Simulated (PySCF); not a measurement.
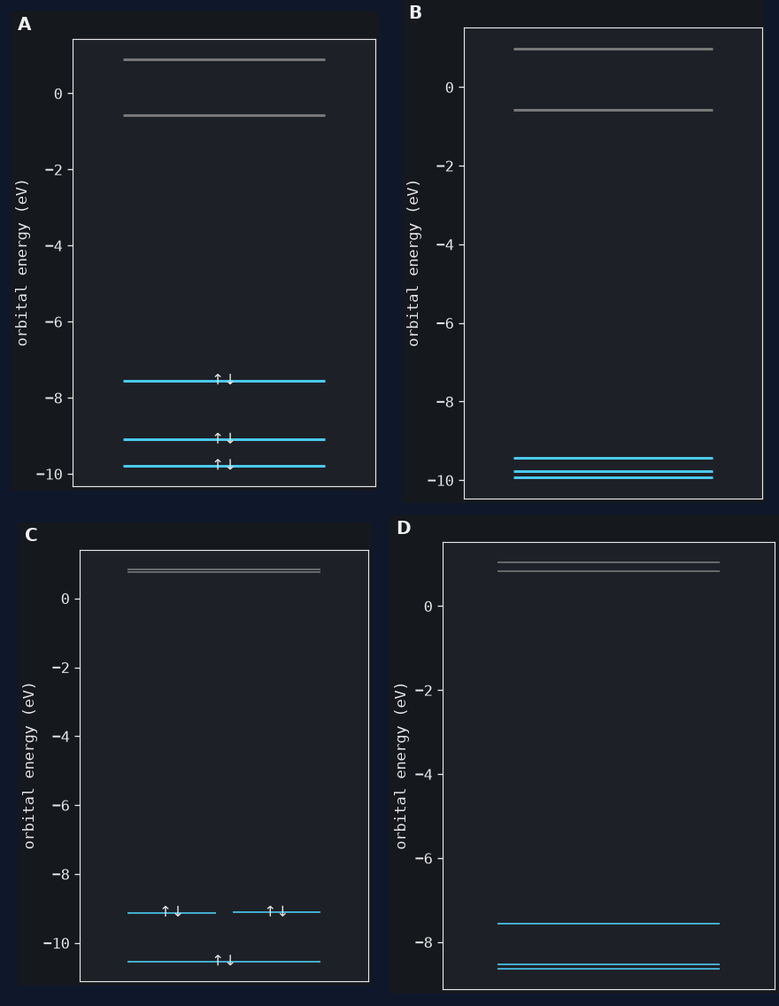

Kohn-Sham orbital energies near the frontier, CAM-B3LYP/def2-SVPD in PySCF 2.14.0, at a PBE0-D3(BJ)/def2-SVP geometry (no frequency check), isolated molecule; empty levels in grey, levels within 0.03 eV side by side.

> Assign the panels.
1. C₇H₁₀Ge, SMILES C=CC#C/C=[C](\C)[GeH3], singlet
2. C₈H₈FN, SMILES C#C[C@@H](C)[C@@H](F)/C=C/C#N
3. C₄H₁₀GeSi, SMILES C[SiH](C)C#[C][GeH3], singlet
4. C₆H₈N₂, SMILES CNc1ccncc1

A: 1 (HOMO −7.55 eV, LUMO −0.56 eV)
B: 2 (HOMO −9.44 eV, LUMO −0.59 eV)
C: 3 (HOMO −9.12 eV, LUMO 0.76 eV)
D: 4 (HOMO −7.56 eV, LUMO 0.82 eV)

Caveats, for all or some of the runs: empty levels above zero depend strongly on the basis; one conformer of a flexible molecule.
